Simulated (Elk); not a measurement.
Band structure of K (Im-3m, 1 atom in the cell).

```
CELL_PARAMETERS angstrom
     -2.64000     2.64000     2.64000
      2.64000    -2.64000     2.64000
      2.64000     2.64000    -2.64000
ATOMIC_POSITIONS crystal
  K  0.00000 0.00000 0.00000
```

Method: PBE, all-electron FP-LAPW, Elk's shipped species files, APW+lo basis with extra local orbitals in Elk.

Settings: xctype = 20; rgkmax = 8; stype = 0; swidth = 0.00499791 Ha; ngridk = 9 9 9; gmaxvr = 14 1/bohr; nxlo = 2; lorbcnd = true; lmaxi = 3; maxscl = 100.

The starting cell has typed, rounded lattice constants, without a prior relaxation at this level. Values depend on the basis (sphere radii, cutoffs, local orbitals), which need not be converged.

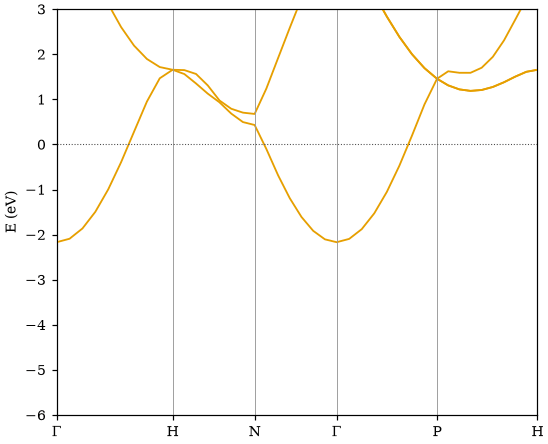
Figure. Bands along the path, energies from the Fermi level.

Levels in eV from the Fermi level, bands 1 to 8:
```csv
point,1,2,3,4,5,6,7,8
Γ,-32.14,-15.59,-15.59,-15.59,-2.17,4.26,4.26,4.26
H,-32.13,-15.64,-15.64,-15.64,1.66,1.66,3.46,3.46
N,-32.13,-15.66,-15.62,-15.59,0.43,0.68,3.14,4.82
P,-32.13,-15.63,-15.63,-15.63,1.46,1.46,1.46,3.04
```

Bands cross the Fermi level along this path, so the cell is metallic at this level.
